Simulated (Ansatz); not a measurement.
# One shape, several levels: GaSiH4OF (SMILES [OH][GaH][SiH2]F)

We compute a comparison of 6 runs (HF/STO-3G, HF/cc-pVDZ, B3LYP/6-31G*, revPBE/cc-pVDZ, wB97M-V/cc-pVDZ, RPA@PBE/cc-pVDZ) of GaSiH4OF. 

The calculation is run with Ansatz 0.2.0.

101 further runs of the same task are left out: 101 set aside as unsound or not needed. Runs told in other sessions of the task aren't counted.

## 1. The structure to begin with

GaSiH4OF: 8 atoms, total charge 0, spin state singlet. SMILES: `[OH][GaH][SiH2]F`. The Si3–H7 distance was set to 1.712 Å, away from the relaxed value.

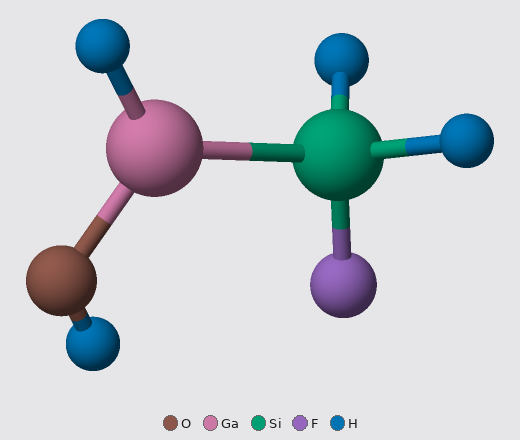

Viewed from a chosen angle; oxygen brown, gallium pink, silicon teal, fluorine purple, hydrogen blue.

## 2. The energy at HF/STO-3G (run 1)

Contents of run.yaml:

```yaml
crystal:
  periodic: [false, false, false]
  atoms:
    - {symbol: O, position_ang: [-2.302611, 0.726994, 0.299914]}
    - {symbol: Ga, position_ang: [-0.561411, 1.135794, 0.237114]}
    - {symbol: Si, position_ang: [0.916689, -0.632706, -0.501686]}
    - {symbol: F, position_ang: [0.015389, -1.931906, -0.817786]}
    - {symbol: H, position_ang: [-2.500311, -0.173006, 0.030814]}
    - {symbol: H, position_ang: [-0.249511, 2.601594, 0.676814]}
    - {symbol: H, position_ang: [2.066800, -1.082700, 0.683500]}
    - {symbol: H, position_ang: [1.656889, -0.290106, -1.746686]}
basis:
  gaussian:
    orbitals: STO-3G
accuracy: high
hamiltonian:
  xc: hf
output: {orbitals: {seedname: orbitals}}
```

Launch:

```console
$ ansatz run run.yaml --threads 1 --pin off --max-ram 2610MiB --events-out events.jsonl --progress --plain --runs-dir runs
```

Output:

```text
Warning: RAYON_NUM_THREADS=1 ignored (pool sized by the plan → 1); use --threads N
Functional definition: HF
  name "HF"
  exchange = exact_x
  correlation = 0
722 factors; integrals over basis functions are off by at most 2.6e-8 eV
mean field evaluation 1: about -64233.5307 eV, gradient 2.9e1 eV
mean field evaluation 2: about -64233.6052 eV, gradient 2.9e1 eV
mean field evaluation 4: about -64237.4376 eV, gradient 2.9e0 eV
mean field evaluation 8: about -64237.4950 eV, gradient 1.4e-1 eV
mean field evaluation 16: about -64237.4934 eV, gradient 1.0e-8 eV
mean field evaluation 32: about -64237.0189 eV, gradient 5.1e0 eV
mean field -64237.49344846 eV, -2360.6843424940 hartree, gradient 1.1e-8 eV, S^2 0.000000; 0 other end points of the search recorded, 0 dependent functions left out
reference -64237.49344846 eV, -2360.6843424940 hartree; 33, 33 occupied and 8, 8 virtual orbitals, 722 factors
Total energy: -64237.49344846 eV, -2360.6843424940 hartree
```

Run time: 0.76 s. Hardware: 1 thread of Arm Neoverse V1, shared host.

## 3. A single-point energy at HF/cc-pVDZ (run 2)

Contents of in.yaml:

```yaml
crystal:
  periodic: [false, false, false]
  atoms:
    - {symbol: O, position_ang: [-2.302611, 0.726994, 0.299914]}
    - {symbol: Ga, position_ang: [-0.561411, 1.135794, 0.237114]}
    - {symbol: Si, position_ang: [0.916689, -0.632706, -0.501686]}
    - {symbol: F, position_ang: [0.015389, -1.931906, -0.817786]}
    - {symbol: H, position_ang: [-2.500311, -0.173006, 0.030814]}
    - {symbol: H, position_ang: [-0.249511, 2.601594, 0.676814]}
    - {symbol: H, position_ang: [2.066800, -1.082700, 0.683500]}
    - {symbol: H, position_ang: [1.656889, -0.290106, -1.746686]}
basis:
  gaussian: {orbitals: cc-pVDZ}
hamiltonian: {xc: hf}
accuracy: high
output: {orbitals: {seedname: orbitals}}
```

Launch:

```console
$ ansatz run in.yaml --threads 1 --pin off --max-ram 2610MiB --events-out events.jsonl --progress --plain --runs-dir runs
```

Output:

```text
Warning: RAYON_NUM_THREADS=1 ignored (pool sized by the plan → 1); use --threads N
[... 4 set-up lines as earlier in the session ...]
2081 factors; integrals over basis functions are off by at most 4.6e-9 eV
mean field evaluation 1: about -64999.4763 eV, gradient 4.4e1 eV
mean field evaluation 2: about -64999.5283 eV, gradient 4.4e1 eV
mean field evaluation 4: about -65003.6550 eV, gradient 2.8e0 eV
mean field evaluation 8: about -65003.7001 eV, gradient 2.6e-1 eV
mean field evaluation 16: about -65003.7003 eV, gradient 2.8e-8 eV
mean field -65003.70033963 eV, -2388.8419263907 hartree, gradient 2.9e-8 eV, S^2 0.000000; 0 other end points of the search recorded, 0 dependent functions left out
reference -65003.70033963 eV, -2388.8419263907 hartree; 33, 33 occupied and 60, 60 virtual orbitals, 2081 factors
Total energy: -65003.70033963 eV, -2388.8419263907 hartree
```

It took 5.1 s on 1 thread of Arm Neoverse V1, shared host; peak memory 0.3 GiB.

Runs 3 to 5 aren't shown in full; the table further down has their settings and results.

## 4. A single-point energy at RPA@PBE/cc-pVDZ (run 6)

Contents of input.yaml:

```yaml
crystal:
  periodic: [false, false, false]
  atoms:
    - {symbol: O, position_ang: [-2.302611, 0.726994, 0.299914]}
    - {symbol: Ga, position_ang: [-0.561411, 1.135794, 0.237114]}
    - {symbol: Si, position_ang: [0.916689, -0.632706, -0.501686]}
    - {symbol: F, position_ang: [0.015389, -1.931906, -0.817786]}
    - {symbol: H, position_ang: [-2.500311, -0.173006, 0.030814]}
    - {symbol: H, position_ang: [-0.249511, 2.601594, 0.676814]}
    - {symbol: H, position_ang: [2.066800, -1.082700, 0.683500]}
    - {symbol: H, position_ang: [1.656889, -0.290106, -1.746686]}
basis:
  gaussian: {orbitals: cc-pVDZ}
hamiltonian: {xc: pbe}
correlation: {method: rpa, frozen_orbitals: {F: 1, Ga: 9, H: 0, O: 1, Si: 5}}
accuracy: high
```

Launch:

```console
$ ansatz run input.yaml --threads 1 --pin off --max-ram 2610MiB --events-out events.jsonl --progress --plain --runs-dir runs
```

Output:

```text
Warning: RAYON_NUM_THREADS=1 ignored (pool sized by the plan → 1); use --threads N
Functional definition: PBE
  name "PBE"
  parameter kappa = 0.804
  parameter beta = 0.06672455060314922
  exchange = pbe_x(kappa = kappa, mu = beta*pi^2/3)
  correlation = pbe_c(beta = beta)
2081 factors; integrals over basis functions are off by at most 4.6e-9 eV
mean field evaluation 1: about -65060.5760 eV, gradient 6.6e1 eV
mean field evaluation 2: about -65060.5682 eV, gradient 6.6e1 eV
mean field evaluation 4: about -65066.1590 eV, gradient 2.7e1 eV
mean field evaluation 8: about -65068.4252 eV, gradient 8.4e-1 eV
mean field evaluation 16: about -65068.4255 eV, gradient 2.2e-4 eV
mean field evaluation 32: about -65007.9644 eV, gradient 7.2e1 eV
mean field -65068.42552349 eV, -2391.2205330252 hartree, gradient 2.0e-8 eV, S^2 0.000000; 0 other end points of the search recorded, 0 dependent functions left out
16 core orbitals not correlated: weight in the atoms' cores, before any rotation towards them, 1.000 or more for the frozen orbitals, at most 0.000 for the correlated occupied ones
reference -65002.06878600 eV, -2388.7819679009 hartree; 17, 17 occupied and 60, 60 virtual orbitals, 2081 factors
Total energy: -65027.02688552 eV, -2389.6991611408 hartree
```

Run time: 19 s. Hardware: 1 thread of Arm Neoverse V1, shared host; peak memory 0.35 GiB.

## 5. The series

| run | level | frozen core orbitals | energy (Eh) | HOMO energy (eV) | LUMO energy (eV) | HOMO–LUMO gap (eV) | wall time |
| --- | --- | --- | --- | --- | --- | --- | --- |
| 1 | HF/STO-3G | – | -2360.684342 | -7.13 | 5.00 | 12.13 | 0.76 s |
| 2 | HF/cc-pVDZ | – | -2388.841926 | -10.55 | 1.04 | 11.58 | 5.1 s |
| 3 | B3LYP/6-31G* (spherical functions) | – | -2391.638667 | -7.44 | -1.86 | 5.58 | 9.6 s |
| 4 | revPBE/cc-pVDZ | – | -2391.581896 | -6.39 | -2.30 | 4.08 | 9.9 s |
| 5 | wB97M-V/cc-pVDZ | – | -2391.663759 | -9.68 | 0.11 | 9.78 | 1.9 min |
| 6 | RPA@PBE/cc-pVDZ | 16 | -2389.699161 | – | – | – | 19 s |

## 6. Results

| quantity | value |
| --- | --- |
| run 6: total energy | -2389.69916 Eh |
| run 6: RPA correlation energy (valence) | -917.2 mEh |

In words: Over runs 1, 2, 3, 4, 5 the HOMO–LUMO gap runs from 4.08 eV (revPBE/cc-pVDZ) to 12.13 eV (HF/STO-3G). The two ends differ in method and basis. Totals of different functionals can't be ranked against each other. In run 1 the basis is minimal, so the values are rough. All runs together took 2.6 min, the longest 1.9 min.
